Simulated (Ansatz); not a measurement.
**LiH (rock salt), scan of one atom of the cell**

LiH (rock salt)

```xyz
2
Lattice="0.0000 2.0036 2.0036 2.0036 0.0000 2.0036 2.0036 2.0036 0.0000" Properties=species:S:1:pos:R:3 pbc="T T T"
H      0.0000     0.0000     0.0000
Li     2.0036     2.0036     2.0036
```

Scan: atom 1 (H, nearest neighbour Li at 2.004 Å; its periodic images, 2.8 Å or more away, move with it) is displaced along Cartesian z, direction (0.000, 0.000, 1.000) in Cartesian axes, by s. The other atoms stay.

Level of theory: PBE (plane waves to 420 eV, PAW, scalar-relativistic; Ansatz, an electronic-structure program). k mesh 11×11×11 (Γ-centred), Fermi-Dirac smearing 0.05 eV. Energies are smeared free energies. Stress and pressure are positive under compression. LiH was relaxed with its symmetry unable to fall. The zero of ΔE is the undisplaced structure.

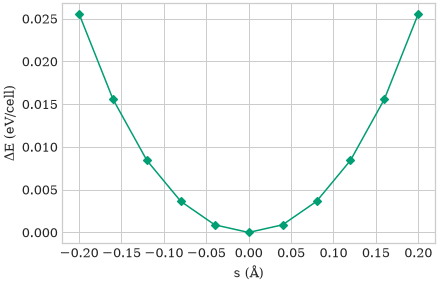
ΔE (eV/cell) against s (Å); markers are the computed points, lines only join them.

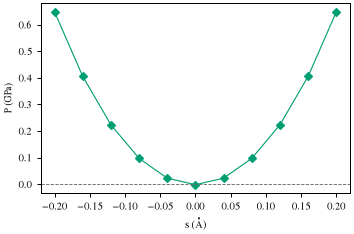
Figure: P (GPa) against s (Å); markers are the computed points, lines only join them.

The force constant k = d²E/ds² at s = 0 (finite differences) comes out as 1.11 eV/Å² and the energy at s = 0.200 Å is 25.6 meV/cell. Symmetry of the curve: even: the same for both signs. Harmonic estimate at the end of the scan: ½ks² = 22.1 meV/cell against the computed 25.6 meV/cell, so the well is stiffer than harmonic there. Shape of the curve: a single well with its minimum at or next to zero displacement.

The forces along the line at the two nearest points give (0.045 − (-0.045)) / (2·0.040) = 1.12 eV/Å²; the next pair corrects for the finite step.

(For displaced atoms, the force is minus the slope of the energy, and its curvature is a force constant, which sets phonon frequencies.)
